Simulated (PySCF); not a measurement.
Input file:

```
{"job": {"kind": "nmr", "xc": "PBE0", "basis": "pcSseg-1"}, "charge": 0, "multiplicity": 1}
C     -3.110191    -0.044050     0.234225
S     -1.659688    -0.769826    -0.582380
Si    -0.127534     0.196491     0.560059
N      1.337800    -0.324752    -0.162149
Si     2.959695    -0.007768     0.360197
H     -3.096041    -0.293903     1.290480
H     -3.101357     1.033149     0.100526
H     -3.988993    -0.470639    -0.237376
H     -0.300120     1.643808     0.441530
H     -0.267970    -0.220056     1.956479
H      1.241914    -0.994649    -0.908668
H      3.436456    -1.073642     1.246321
H      2.892741     1.257515     1.083881
H      3.782610     0.067850    -0.845241
```

Command:

```sh
OMP_NUM_THREADS=1 python probes_run.py task.json out
```

Geometry: GFN2-xTB.

These are results of PySCF 2.14.0, PBE0/pcSseg-1, SCF density, gas phase, non-relativistic, not measurements.

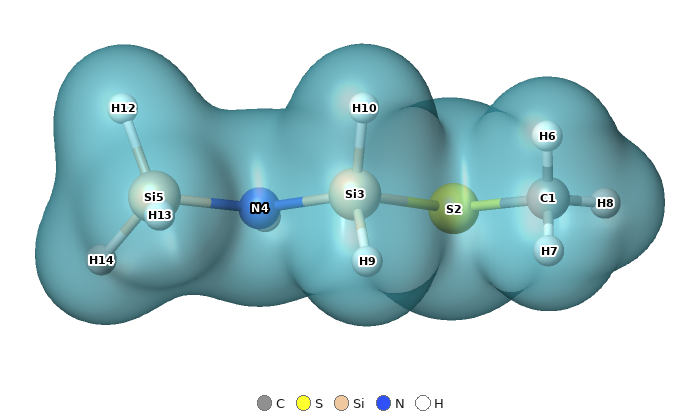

CH9NSSi2. Isosurface of the total electron density at 0.05 e/Å³ (cyan), seen from one side.

### How is the density connected at this value?

At this value the surface is in one piece. It bridges the sampled Si–N (1.71 Å), C–S (1.82 Å), Si–S (2.14 Å) and N–H (1.01 Å) contacts, where the density stays above the isovalue. On the grid the lowest density along these lines, outside the cores, is 0.92 e/Å³ (Si–N, 1.71 Å), 1.2 e/Å³ (C–S, 1.82 Å), 0.66 e/Å³ (Si–S, 2.14 Å) and 2.2 e/Å³ (N–H, 1.01 Å).
